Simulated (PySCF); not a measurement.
FH3Si, SMILES `F[SiH3]`.

Method: PBE0/def2-SVP; geometry: GFN2-xTB; program: PySCF. No frequency check shows the geometry to be a minimum. A basis without diffuse functions makes polarisabilities too small.

Input

```python
import numpy as np
from pyscf import gto, scf, dft
from pyscf.scf import atom_ks, atom_hf
from scipy.linalg import block_diag

def solve(mol, dm0=None, hcore=None):
    mf = (dft.UKS if mol.spin else dft.RKS)(mol, xc='pbe0')
    mf.grids.level = 3
    mf = mf.density_fit(auxbasis='def2-universal-jkfit')
    mf.conv_tol, mf.max_cycle = 1e-8, 80
    if hcore is not None:
        mf.get_hcore = lambda *args: hcore
    mf.kernel(dm0)
    if not mf.converged:
        mf = mf.newton().run(mf.mo_coeff, mf.mo_occ, max_cycle=30)
    assert mf.converged, 'SCF not converged'
    return mf

mol = gto.M(atom='''
F      1.09378     0.00001     0.00001
Si    -0.51218     0.00002     0.00001
H     -0.89101    -1.34098    -0.41561
H     -0.89130     0.31042     1.36895
H     -0.89126     1.03020    -0.95348
''', basis='def2-svp', charge=0, spin=0, verbose=4)
field = np.array([0.0, 0.0, 0.005])  # atomic units
mol.set_common_orig(mol.atom_charges() @ mol.atom_coords() / mol.atom_charges().sum())
mf = solve(mol)
out = dict(dm0=mf.make_rdm1(), d0=mf.dip_moment(unit='AU'), e0=mf.e_tot)
for name, sign in (('p', 1), ('m', -1)):
    h = mf.get_hcore() + sign * np.einsum('x,xij->ij', field, mol.intor('int1e_r'))
    mi = solve(mol, mf.make_rdm1(), h)
    out.update({'dm' + name: mi.make_rdm1(), 'd' + name: mi.dip_moment(unit='AU'), 'e' + name: mi.e_tot})
# spherically averaged free atoms, for the promolecule
atm = atom_ks.get_atm_nrks(mol, xc='pbe0')
pro = block_diag(*[(atm[a[0]][2] * atm[a[0]][3]) @ atm[a[0]][2].T for a in mol._atom])
np.savez('result.npz', pro=pro, **out)
```

Command:

```sh
OMP_NUM_THREADS=1 python input.py
```

The run took 6 s on 1 thread of AMD EPYC 7R43 64-Core Processor (Zen 3), on a shared host, peak memory 0.24 GiB.

Partitions, critical points and surface values were worked out afterwards from this run's density.

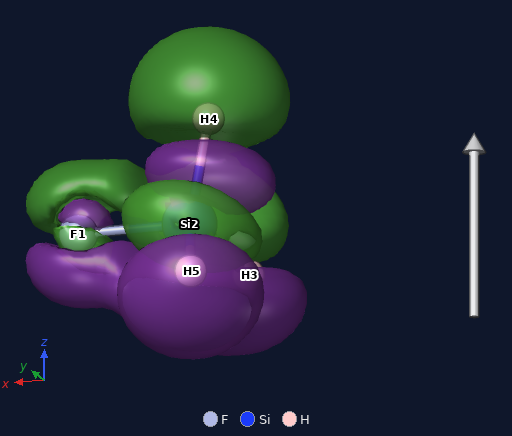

Change of the electron density in a uniform field of 0.26 V/Å along +z (arrow), surfaces at ±0.001 e/Å³ (purple: gain, green: loss).

> How large is the response?

The induced dipole is 0.30 D (along the field); α along this axis, from the fields in both directions, is 24 bohr³ (3.6 Å³).

> Which atoms gain and lose the most charge?

Electrons gather most on H5 (Hirshfeld charge changes by −0.008 e) and leave H4 most (+0.012 e); 0.033 electrons are displaced in all.
